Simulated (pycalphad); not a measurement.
Ta-Ti solution, phase bcc, at 800 K; mixing quantities and activities refer to the pure elements in the same phase at that temperature, stable or not. Over part of the range this solution is metastable.

CALPHAD calculation (pycalphad, COST 507 light-alloy database (1999)), 1 atm. These are 1990s assessments: newer ones move some temperatures and phases.

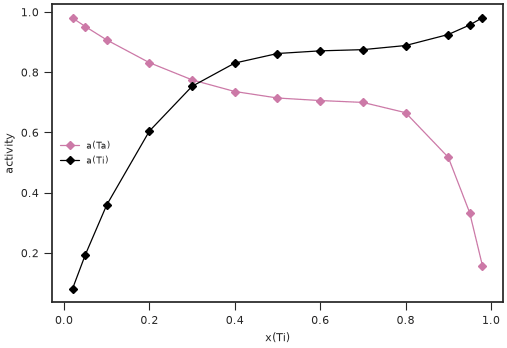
Figure. Activities against composition

**Question.** Is the deviation from Raoult's law positive or negative, and how large are the activity coefficients at the dilute ends?

**Answer.** γ(Ti) = 4.1 at x(Ti) = 0.02 and γ(Ta) = 7.9 at x(Ti) = 0.98; values under 1 are negative deviations, over 1 positive. The enthalpy of mixing is 3.0 kJ/mol at its extreme among the points, x(Ti) = 0.6.
